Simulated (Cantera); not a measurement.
A closed system holds: 1 mol Si, 0.28 mol CO2, 530 mol N2, held at 1477 °C.

Cantera equilibrium calculation (NASA polynomials, part measured and part estimated; ideal gas, pure solids and liquids). Candidate condensed phases: C, Si, SiC, SiO2, Si2N2O, Si3N4; 34 gas species. Mutual solubility and eutectic melting of coexisting phases are not modelled. The tables' values for SiN are old estimates; treat these amounts as uncertain. Rates play no part.

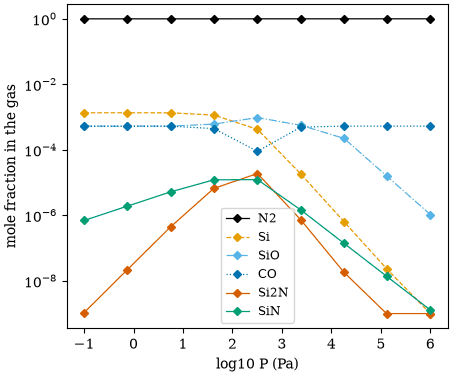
*Equilibrium gas composition (values under 1e-9 drawn at 1e-9)*

Task: Read off the mole fractions at 7.50e-6 bar.

Result: N2 about 1.00, Si about 0.0014, SiO about 0.00053, CO about 0.00053, SiN about 1.9e-6, Si2N about 2.2e-8.
